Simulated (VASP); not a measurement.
Energy against volume of KCl (rock salt). All values below come from vdW-DF-cx, VASP's PBE PAW potentials (set 64) (plane waves; VASP).

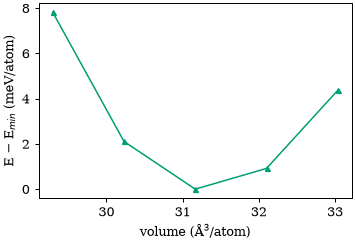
Fig. 1. Energy against volume

**Question.** Estimate the equilibrium volume and the bulk modulus.

**Answer.** The minimum lies near 31.3 Å³/atom, and the curvature gives B0 of about 17 GPa.

The compound is KCl in the rock salt structure. It was relaxed first.
